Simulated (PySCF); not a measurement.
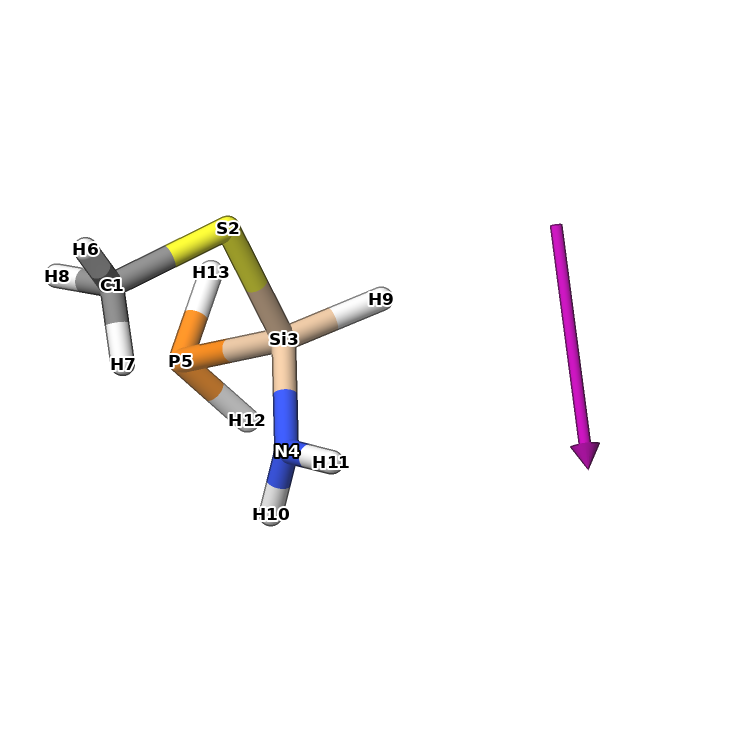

The arrow beside the molecule shows the direction of the dipole moment, from the negative to the positive end (its length means nothing). The geometry was computed by an optimisation with PBE0-D3(BJ)/def2-SVP. No frequency run is at hand to confirm it as a minimum. Level of theory: PBE0/cc-pVTZ, gas phase (PySCF 2.14.0).

Q: Estimate the dipole moment.

A: 2.11 D; it points from the side of S2, H13 to the side of H10 (the outermost atoms at the two ends).
